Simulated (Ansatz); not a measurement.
**Strength of the Si–O bond: C2H8O3Si2 → C2H5OSi + SiH2(OH)O**

Species: C2H8O3Si2 `C=C[SiH](O)O[SiH2]O`, singlet; C2H5OSi `C=C[SiH]O`, doublet; SiH2(OH)O, doublet. 

Shapes, held fixed at every level: PBE0-D4/def2-TZVP. Flexible molecules stand in one conformer, not always the lowest. Programs: Ansatz 0.2.0. Electronic energies: no zero-point or thermal term.

```json
{"level": "HF/def2-TZVPP", "kind": "Hartree–Fock", "ΔE (kJ/mol)": "+460.0", "less CCSD(T)/CBS estimate": "-142.5"}
{"level": "wB97M-V/def2-TZVPP", "kind": "range-separated hybrid", "ΔE (kJ/mol)": "+590.9", "less CCSD(T)/CBS estimate": "-11.6"}
{"level": "wB97X-V/def2-TZVPP", "kind": "range-separated hybrid", "ΔE (kJ/mol)": "+583.8", "less CCSD(T)/CBS estimate": "-18.7"}
{"level": "B2PLYP/def2-TZVPP", "kind": "double hybrid", "ΔE (kJ/mol)": "+572.1", "less CCSD(T)/CBS estimate": "-30.4"}
{"level": "MP2/def2-TZVPP", "kind": "perturbation theory", "ΔE (kJ/mol)": "+641.2", "less CCSD(T)/CBS estimate": "+38.7"}
{"level": "CCSD(T)/def2-TZVPP", "kind": "coupled cluster or CI", "ΔE (kJ/mol)": "+587.1", "less CCSD(T)/CBS estimate": "-15.4"}
{"level": "CCSD(T)/CBS estimate", "kind": "coupled cluster or CI", "ΔE (kJ/mol)": "+602.5", "less CCSD(T)/CBS estimate": "0.0"}
```

The highest level, CCSD(T)/CBS estimate, gives ΔE = +602.5 kJ/mol; the levels span +460.0 to +641.2. The column of differences is taken from that level and isn't an error. Hartree–Fock misses the correlation of the pair that is broken and comes out low. No measured value is set beside it here. Spin contamination: C2H5OSi (⟨S²⟩ up to 0.87). Open shells run unrestricted unless RO is named. The CBS estimate extrapolates MP2 from def2-TZVPP and def2-QZVPP and adds CCSD(T) − MP2 in the triple-zeta set, cores frozen.

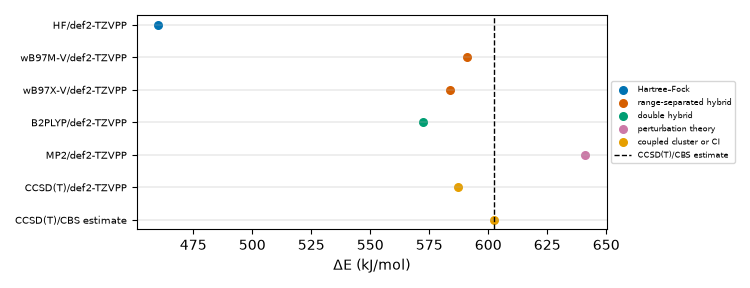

The values of the table, level by level.
